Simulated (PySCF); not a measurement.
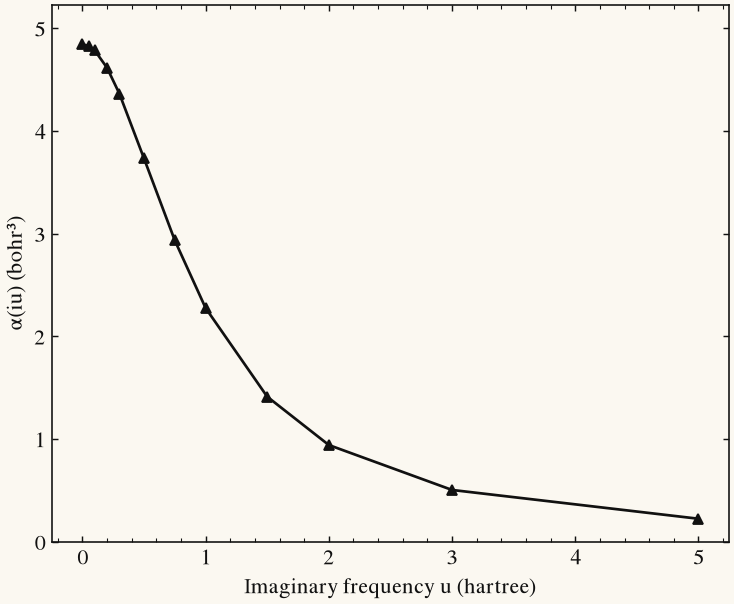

Dipole polarisability at imaginary frequency of an atom or ion with 16 electrons in the configuration [Ne] 3s² 3p⁴. Coupled response at the M06-2X level; PySCF, aug-cc-pCVQZ-DK, spin-free X2C-1e, unrestricted single determinants, no spin-orbit coupling.

**Which species is it, and what does the curve give?**

Ar III (Ar²⁺). The static dipole polarisability is 4.84 bohr³; α(iu) falls to half of it near u = 0.94 hartree. The Casimir–Polder integral gives C₆ = 16.7 hartree bohr⁶ for two such species.
